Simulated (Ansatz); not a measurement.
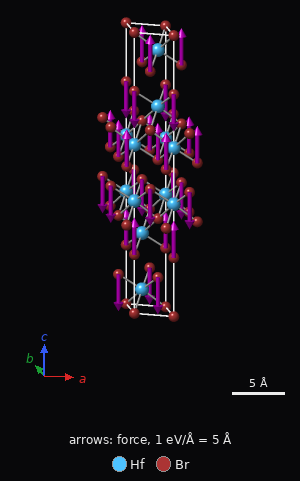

Starting geometry of crystalline Hf₂Br₃ (built on the tetradymite_166 type) (coarse preliminary run) with the computed forces as purple arrows. The picture is a ball-and-stick view of the conventional cell (3 times the calculation's cell), seen slightly off an axis. Lengths and directions refer to the drawn axes.

Case: tetradymite type (R-3m, No. 166).

Theory: DFT PBE, scalar-relativistic, plane waves, PAW in Ansatz 0.2.0. Settings: plane-wave cutoff 420 eV; k-point mesh 6 × 6 × 6; occupations gaussian; smearing width 0.1 eV; no spin polarisation; cell and atoms relaxed; force threshold 0.04 eV/Å; at most 70 steps.

**Is this structure relaxed? If not, where do the atoms go?**

It isn't relaxed: the largest force vector, on Br atoms, is 0.74 eV/Å. The final displacements follow the starting forces only in part (cosine between the two patterns 0.79). The largest moves relative to the cell, 0.51 Å, are those of Br atoms. Largest moves by element: Br 0.51 Å, Hf 0.25 Å. The drawn cell changes as follows: a = b 4.015 → 3.355 Å (−16.4 %), c 27.917 → 38.582 Å (+38.2 %); the volume changes by −3.5 %. Among the contacts that change: Br–Br 3.331 → 4.732 Å, Hf–Hf 4.015 → 3.355 Å, Br–Br 4.015 → 3.355 Å, Br–Hf 2.814 → 2.747 Å. Among the angles between lasting bonds that change: Hf–Br–Hf 85.0° → 67.4°, Br–Hf–Br 85.0° → 67.4°, Hf–Br–Hf 95.0° → 112.6°. The space group stays R-3m (No. 166). After 12 accepted moves (15 points after the start) the energy has fallen by 630 meV per atom. Largest force component: 0.74 eV/Å at the start, 0.004 eV/Å at the end. Pressure: −5.88 GPa at the start and 0.04 GPa at the end. The line search rejected the trial step at point 7 of the run. At 2 points the geometry stayed and the basis and grid were re-selected for the new cell (energy shift of 11.7 meV per atom at most each time).

Limits of the set-up: an odd number of electrons was run without spin polarisation, which fails if the electron would localise.
